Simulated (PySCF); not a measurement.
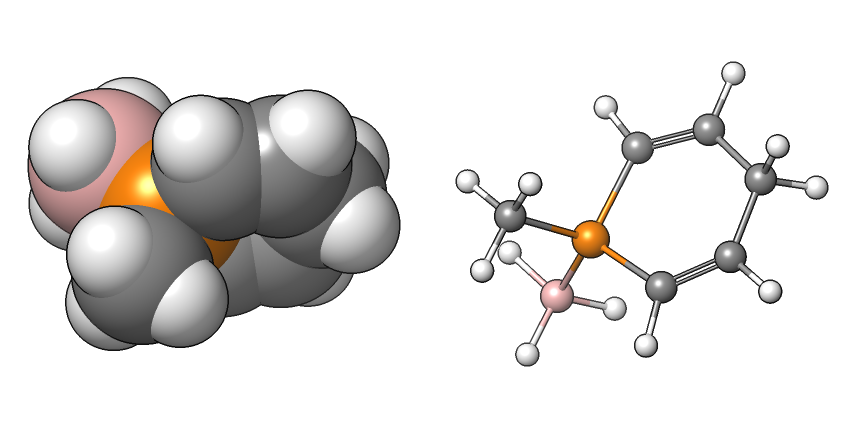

Two views of one molecule. Colours: boron pink, phosphorus orange, carbon grey, hydrogen white.

Computed geometry: PBE0-D3(BJ)/def2-SVP optimisation. No frequency run is at hand to confirm it as a minimum.

Describe the molecule.

It has 20 atoms: 6 carbon, 12 hydrogen, 1 boron and 1 phosphorus (C6H12BP). Its SMILES string is `[BH3-][P+]1(C)C=CCC=C1`. Independent rings (smallest set): 1 of 6 members. Among its groups: alkene, B–H bond. This geometry has Cs symmetry. Coordination: 1 B tetrahedral; 1 P tetrahedral; 2 C tetrahedral; 4 C trigonal planar.

More results for the same structure follow; atom numbers are the same in all pictures, views and colours differ.

**Polarisability**

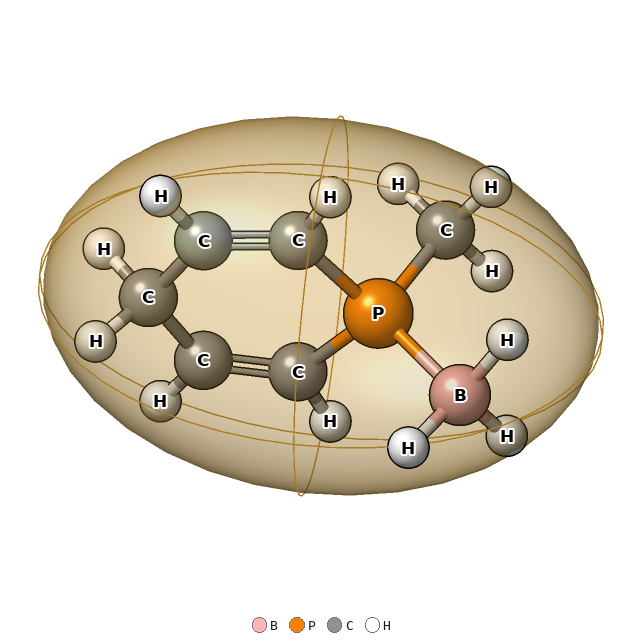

The ellipsoid shows the static dipole polarisability: its half-axes are proportional to the principal values. No frequency run is at hand to confirm it as a minimum. Computed with CAM-B3LYP/def2-SVPD (PySCF 2.14.0).

Give the principal values, the mean and the anisotropy.

Answer. Principal values 93.6, 99.9, 143.4 bohr³; mean 112.3 bohr³ (16.64 Å³); anisotropy 47.0 bohr³, so the longest axis is 1.53 times the shortest.

**Core levels**

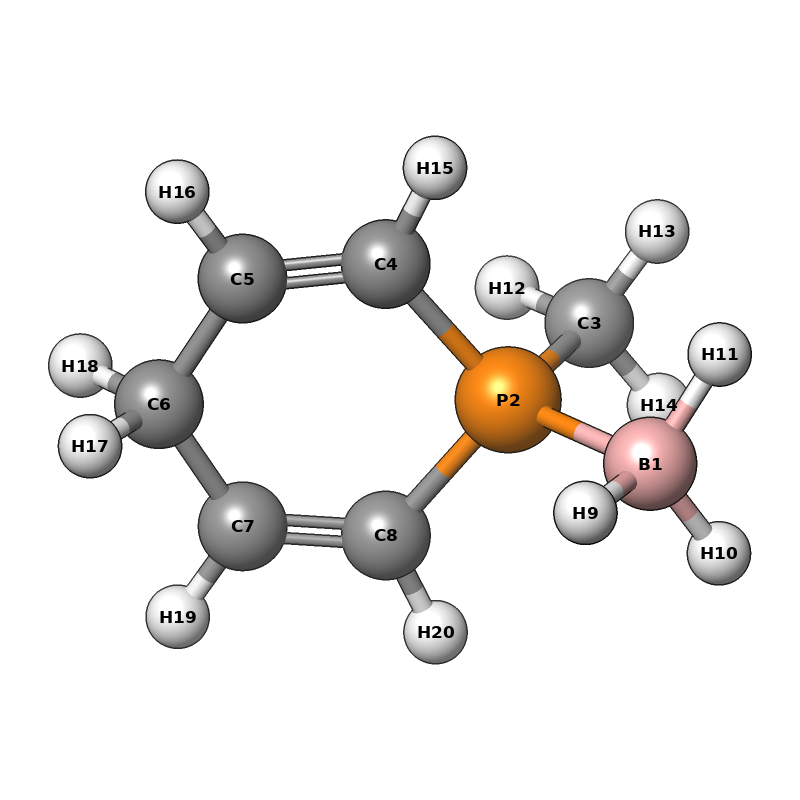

No frequency run is at hand to confirm it as a minimum. Properties computed with delta-SCF UKS SCAN, pcX-2 on the ionised atom, pcseg-1 elsewhere, spin-free X2C (PySCF 2.14.0).

Give the core-electron binding energies (to vacuum; p and d levels without spin–orbit splitting) of B1 1s, P2 1s, P2 2p, C3 1s, C4 1s, C5 1s, C6 1s.

| atom | level | binding energy (eV) |
| --- | --- | --- |
| B1 | 1s | 192.7 |
| P2 | 1s | 2150.7 |
| P2 | 2p | 137.3 |
| C3 | 1s | 290.7 |
| C4 | 1s | 290.5 |
| C5 | 1s | 290.9 |
| C6 | 1s | 291.4 |

**Excitation**

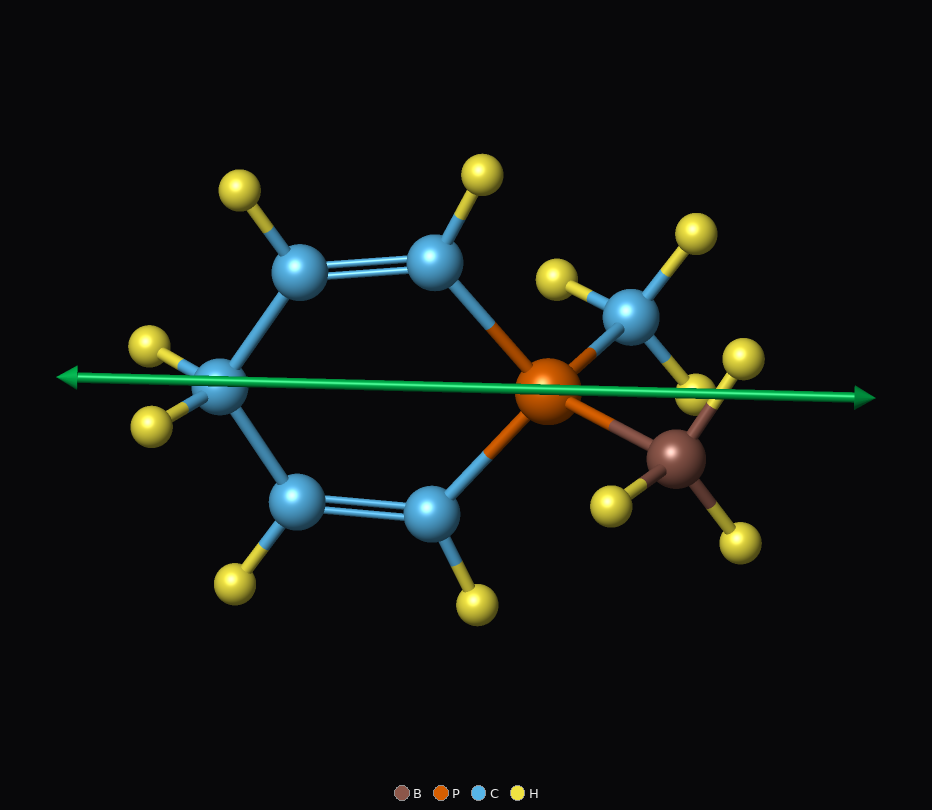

The double arrow shows the direction of the transition dipole to excited singlet state 2 (its length means nothing). No frequency run is at hand to confirm it as a minimum. Level of theory: TDDFT CAM-B3LYP/def2-SVPD, vertical, gas phase, core orbitals frozen in the response (PySCF 2.14.0).

Give its energy, strength and character.

Answer. 6.43 eV (193 nm), oscillator strength 0.25, mainly HOMO → LUMO+1 (weight 0.88); transition dipole 3.18 D.

**Ring current**

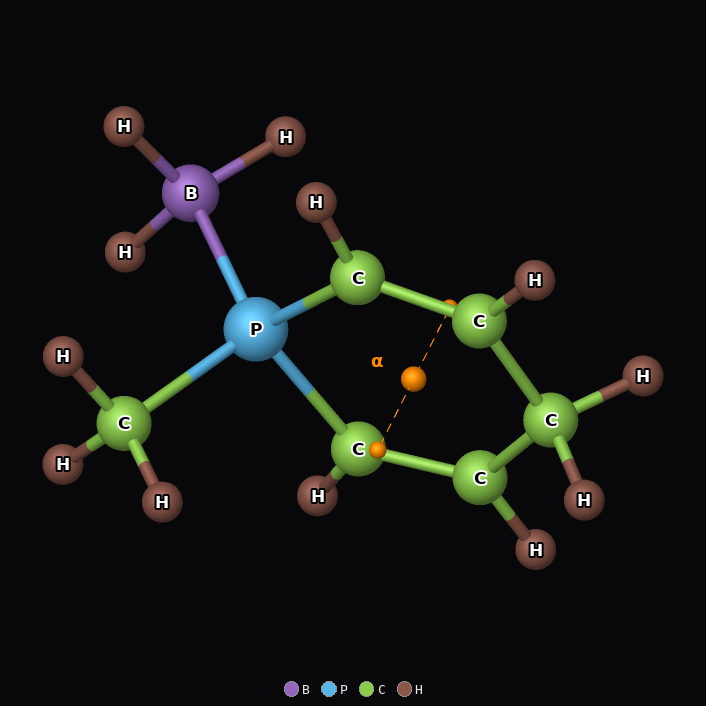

The small points mark where nucleus-independent chemical shifts (NICS) were computed: at the centre of each lettered ring and 1 Å above and below it. No frequency run is at hand to confirm it as a minimum. Method: GIAO PBE0/pcSseg-1 NMR shielding, non-relativistic, IEF-PCM methanol (PySCF 2.14.0).

Give NICS(0), NICS(1) and the out-of-plane component NICS(1)zz for each ring (means of the two sides).

```
ring  members  NICS(0)  NICS(1)  NICS(1)zz
   α      C5P      1.5     −0.9        3.0
```

Values in ppm.

What do the values say about the ring currents?

Answer. Ring α: weak, as in a non-aromatic ring. NICS is one index among several.
